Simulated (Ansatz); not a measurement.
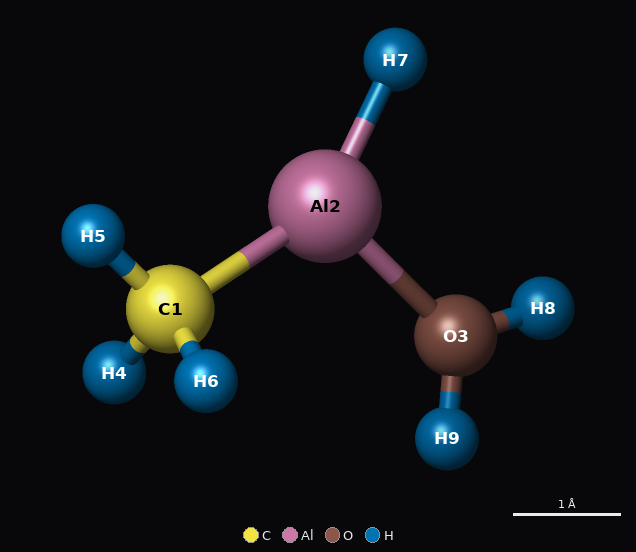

The view is orthographic, and the bar gives the scale. Charge +1, singlet. The geometry was computed by an optimisation with PBE0-D4/def2-TZVP. No frequency run is at hand to confirm it as a minimum.

Reconstruct the coordinates (Å) as seen: x to the right, y up, z towards the viewer, origin at the mean of the atomic positions.

```xyz
9
CH6AlO
C   -1.27  -0.14   0.71
Al   0.18   0.83  -0.06
O    1.41  -0.39  -0.82
H   -1.80  -0.74  -0.04
H   -2.00   0.55   1.15
H   -0.94  -0.82   1.50
H    0.85   2.21  -0.35
H    2.23  -0.13  -1.26
H    1.33  -1.36  -0.82
```
